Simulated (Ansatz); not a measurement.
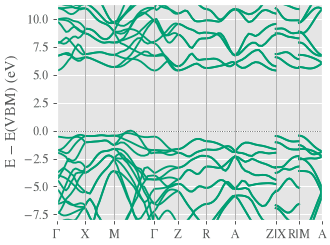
Figure. Band structure from plane-wave PAW r²SCAN (Ansatz code)

Q: Read off the gap and where the band edges lie.

A: About 5.4 eV (5.37 eV by a search for the band edges); maximum on the M–Γ line, 40 % of the way from M, minimum at Γ.

Q: Pick the material that matches.
(A) CaClF, P4/nmm (Ca on 2c, Cl on 2c, F on 2a)
(B) TeO2, P4_32_12 (Te on 4a, O on 8b)
(C) C, P4_32_12 (C on 4a, C on 8b)

A: C, C, P4_32_12 (C on 4a, C on 8b)

The start of the workflow was typed in or built on a structure type; neither database checked (COD, Materials Project) lists it. It is not the phase usual at ambient conditions (space group No. 194, 227). The cell was relaxed with r²SCAN under the symmetry of its start; its stability against distortions is not shown here.

Potentials: the later of the program's two PAW sets.
